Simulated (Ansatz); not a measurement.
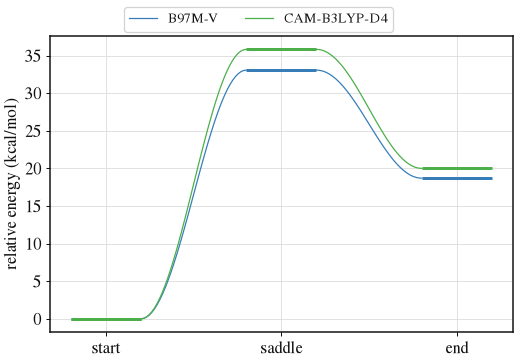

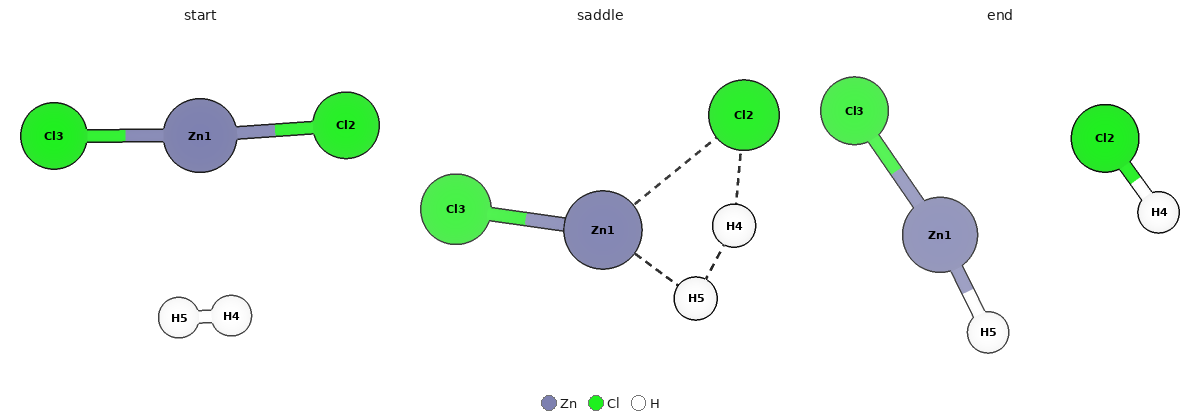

One elementary step of ZnH₂Cl₂, singlet: start, first-order saddle point (changing pairs dashed) and end. Electronic energies at PBE0-D4/def2-TZVP geometries, energies in def2-TZVPP, the Ansatz code; cores frozen in correlated methods, no zero-point terms. Start and end are the structures at the ends of the path (complexes, where there are several molecules). Choice of cores on heavy atoms: 3s 3p of Cu and Zn frozen. Lines between the levels only guide the eye.

Which bonds change in the step?

Zn1–H5 (2.70 → 1.66 → 1.53 Å) and Cl2–H4 (3.23 → 1.54 → 1.28 Å) form; H4–H5 (0.75 → 1.12 → 3.18 Å) breaks; Zn1–Cl2 (2.09 → 2.46 → 2.92 Å) stretches to a weak contact (lengths at start, saddle and end; changes of bond order aren't listed). The imaginary mode at the saddle is 951.8i cm⁻¹ (PBE0-D4).

Is the step uphill or downhill with B97M-V?

Uphill by 18.7 kcal/mol in electronic energy, over a barrier of 33.1 kcal/mol.

What are the heights of saddle and end over the start, in kcal/mol?

```tsv
level	barrier	reverse barrier	step energy
B97M-V	33.1	14.4	18.7
CAM-B3LYP-D4	35.8	15.8	20.0
```
